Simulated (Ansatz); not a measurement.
Single-point calculation of Si₆N₈

Si₆N₈, computed with RKS PBE0-D4/def2-TZVP (Ansatz 0.2.0).

The geometry comes from this level: r2SCAN-D4/def2-SVP.

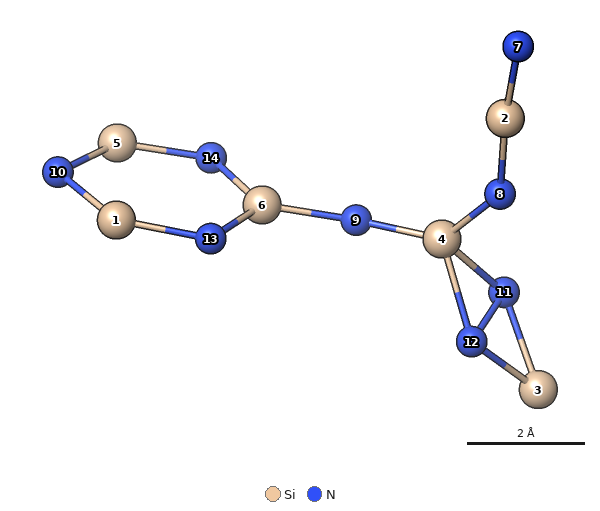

The structure (ball-and-stick view, seen at a tilt; atoms are numbered from 1 in the order of the input). Bond lengths as drawn: N–N 1.51 Å and N–Si 1.60 to 1.83 Å.

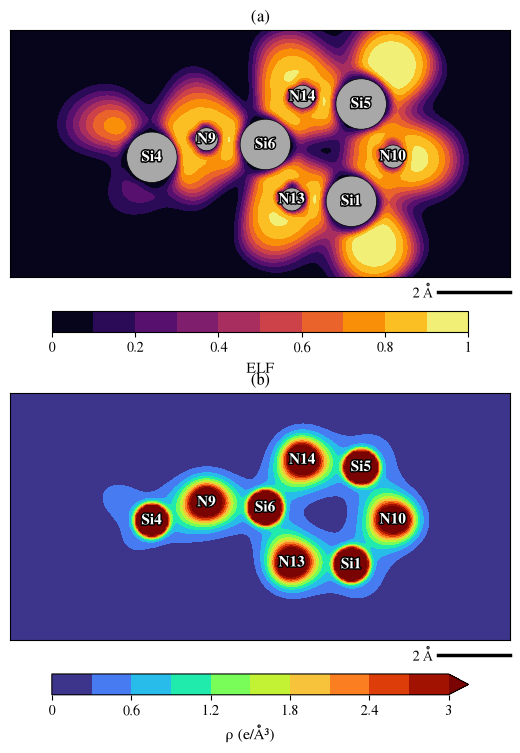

(a) ELF; (b) total electron density on the plane of atoms N13, Si6 and N14. Grey discs, where drawn, cover atomic cores. The section cuts through Si and N sites. Si–N (1.69 Å): ρ at the midpoint is about 1.1 e/Å³; the ELF peaks at about 0.85 between the atoms (a shared but strongly polarised pair).

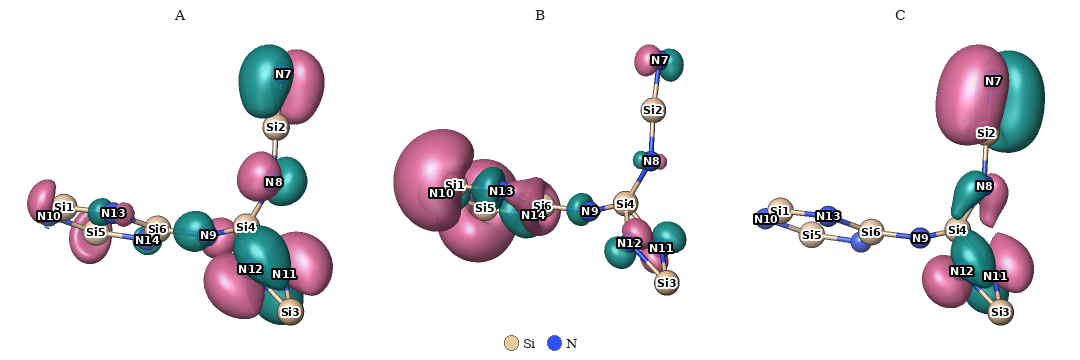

Three frontier orbitals at ±0.08 Å⁻³ᐟ² (teal and pink are the two phases). C is the HOMO−1 (−6.93 eV). It lies mainly on N7 (45 %), Si2 (25 %), N11 (10 %) and N12 (10 %). B is the HOMO (−6.47 eV). It lies mainly on Si5 (35 %) and Si1 (35 %). A is the LUMO (−5.82 eV). Its weight (Hirshfeld) is mainly on N11 (25 %), N12 (25 %) and N7 (15 %). The HOMO–LUMO gap is 0.65 eV between the orbital energies.

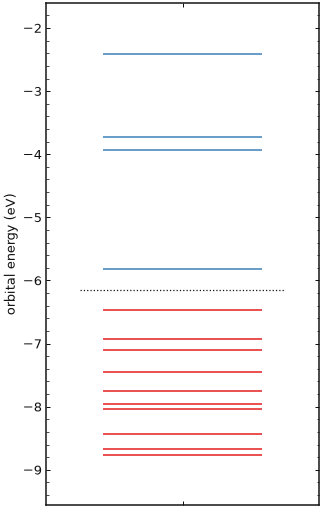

Orbital energies near the frontier; the dotted line parts filled from empty levels, and levels within 0.02 eV of each other stand side by side. Highest filled −6.47 eV, lowest empty −5.82 eV, 0.65 eV apart.

The input that produced these results follows, with the program's output.

**Input file**
```yaml
crystal:
  periodic: [false, false, false]
  atoms:
    - {symbol: Si, position_ang: [1.133087, -0.938060, 3.701427]}
    - {symbol: Si, position_ang: [-0.150580, 3.371888, -1.646815]}
    - {symbol: Si, position_ang: [0.923668, -1.472013, -4.328064]}
    - {symbol: Si, position_ang: [0.048394, 0.275077, -1.724637]}
    - {symbol: Si, position_ang: [-1.444862, -1.776070, 3.699760]}
    - {symbol: Si, position_ang: [-0.301728, -0.815335, 1.233290]}
    - {symbol: N, position_ang: [-0.368199, 4.906743, -1.248735]}
    - {symbol: N, position_ang: [0.107912, 1.857905, -2.185242]}
    - {symbol: N, position_ang: [-0.394945, -0.463943, -0.363725]}
    - {symbol: N, position_ang: [-0.084994, -1.566511, 4.702365]}
    - {symbol: N, position_ang: [-0.230517, -0.704646, -3.230110]}
    - {symbol: N, position_ang: [1.213391, -0.643489, -2.800428]}
    - {symbol: N, position_ang: [1.133175, -0.567327, 2.094617]}
    - {symbol: N, position_ang: [-1.583801, -1.464208, 2.096277]}
basis:
  gaussian: {orbitals: def2-TZVP, initial_orbitals: start.molden}
hamiltonian: {xc: pbe0, dispersion: d4}
scf: {omitted_lower_state_checks: [starts]}
output: {orbitals: {seedname: orbitals}}
```

Launched with:
```bash
ansatz run in.yaml --threads 4 --pin off --events-out ev --progress --plain --max-ram 6963MiB
```

**The program's output**
```
Functional definition: PBE0
  name "PBE0"
  cite "Adamo & Barone, J. Chem. Phys. 110, 6158 (1999) doi:10.1063/1.478522"
  cite "Perdew, Burke & Ernzerhof, Phys. Rev. Lett. 77, 3865 (1996) doi:10.1103/PhysRevLett.77.3865"
  parent pbe
  parameter a = 0.25
  parameter kappa = 0.804
  parameter beta = 0.06672455060314922
  exchange = (1 - a)*pbe_x(kappa = kappa, mu = beta*pi^2/3) + a*exact_x
  correlation = pbe_c(beta = beta)
these checks for a lower state are left out or cut short: starts
2848 factors; their error is unknown
mean field evaluation 1: about -59140.6382 eV, gradient 2.5e2 eV
mean field evaluation 2: about -59152.0746 eV, gradient 1.2e1 eV
mean field evaluation 4: about -59152.4824 eV, gradient 2.4e-2 eV
mean field evaluation 8: about -59152.7147 eV, gradient 1.7e-5 eV
mean field -59152.71465095 eV, -2173.8221682723 hartree, gradient 1.7e-5 eV, S^2 0.000000; 0 other end points of the search recorded, 0 dependent functions left out
reference -59152.71469979 eV, -2173.8221700671 hartree; 70, 70 occupied and 400, 400 virtual orbitals, 2848 factors
Total energy: -59153.45680897 eV, -2173.8494420764 hartree
Checks for a lower state left out: starts
```

**Results in brief**

| quantity | value |
| --- | --- |
| outcome | converged |
| total energy | −59153.4568 eV |
| mean-field energy | −59152.7147 eV |
| dispersion energy | −0.7421 eV |
| SCF solution under orbital rotations | stable |
| HOMO | −6.47 eV |
| LUMO | −5.82 eV |
| hardware | 4 threads of Arm Neoverse V2, 23 GiB of memory available, shared host |
| wall time | 40 s (CPU time 2.6 min) |
| peak memory | 2.9 GiB |
